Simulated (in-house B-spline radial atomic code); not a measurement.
# Many-body perturbation calculation for Sn

System: Sn, core [Kr] 4d10 5s2.
Method: configuration interaction of two valence electrons with many-body perturbation theory for the core (screened one- and two-electron correlation potentials), Breit and QED, no-pair Dirac, B-spline basis (in-house B-spline radial atomic code).

**Input file**
```
basis_form = 3
Z = 50
core_configuration = [Kr] 4d10 5s2
rms_radius = 4.6519
mass_number = 120
speed_of_light = 137.035999084
box_radius = 45.0
lmax = 6
intervals = 67
virtual_cutoff = 5000.0
```

Hardware: 1 CPU thread, shared host.

The run was one of a batch that the task file lists, launched with:
```bash
python <driver script> task.json out
```

The program writes its results to a structured record and prints no log; tables and figures of this report are taken from that record.

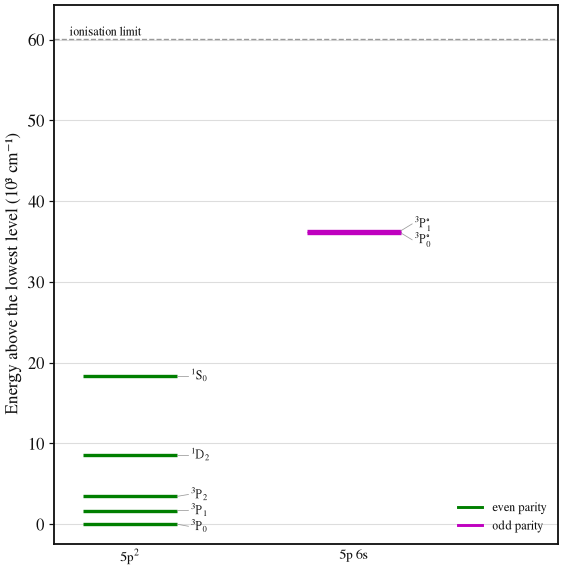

**Figure 1.** Levels of the Sn atom, two electrons outside the core [Kr] 4d¹⁰ 5s². CI+MBPT: configuration interaction in the frozen-core Dirac–Hartree–Fock potential with screened core-valence correlation, Breit and QED terms; computed with a B-spline radial code. The lowest level is 5p² ³P₀. The first excited level, 5p² ³P₁, lies at 1,690 cm⁻¹. The ground term spreads over 3,450 cm⁻¹ in the order J = 0, 1, 2, a normal multiplet. The lowest level of opposite parity, 5p 6s ³P°₀, is at 36,100 cm⁻¹. The ionisation energy is 7.456 eV, against 6.598 eV from CI without core-valence correlation and a measured value of 7.344 eV.

| Level | E (cm⁻¹) | measured |
| --- | --- | --- |
| 5p² ³P₀ | 0 | 0 |
| 5p² ³P₁ | 1,692 | 1,692 |
| 5p² ³P₂ | 3,448 | 3,428 |
| 5p² ¹D₂ | 8,611 | 8,613 |
| 5p² ¹S₀ | 18,410 | 17,160 |
| 5p 6s ³P°₀ | 36,060 | 34,640 |
| 5p 6s ³P°₁ | 36,340 | 34,910 |

**Summary**

- outcome: converged
- wall time: 97 s

**Remarks**

Limits: the outer s2 shell is a soft core here, levels are rough; the outer n is counted by energy, so a perturber such as np2 can shift it by one.
